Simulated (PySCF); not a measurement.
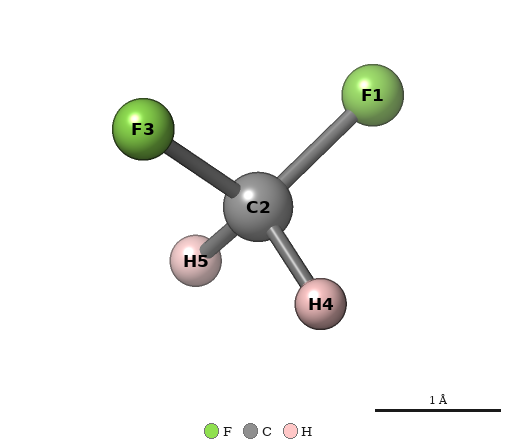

Orthographic view. Distant atoms are faded towards the background colour. The computed structure is the end point of a PBE0-D3(BJ)/def2-SVP optimisation. No frequency run is at hand to confirm it as a minimum.

Write a MOL file (V2000) with the atoms in numerical order, bonds sorted by atom number with the orders drawn, and coordinates in the frame of the picture: x right, y up, z towards the viewer, origin at the mean position.

```
CH2F2
                    3D

  5  4  0  0  0  0  0  0  0  0999 V2000
    0.9200    0.8300   -0.4200 F   0  0  0  0  0  0  0  0  0  0  0  0
   -0.0000   -0.0600   -0.0100 C   0  0  0  0  0  0  0  0  0  0  0  0
   -0.9200    0.5600    0.7500 F   0  0  0  0  0  0  0  0  0  0  0  0
    0.5000   -0.8400    0.5900 H   0  0  0  0  0  0  0  0  0  0  0  0
   -0.5000   -0.4900   -0.9000 H   0  0  0  0  0  0  0  0  0  0  0  0
  1  2  1  0
  2  3  1  0
  2  4  1  0
  2  5  1  0
M  END
```
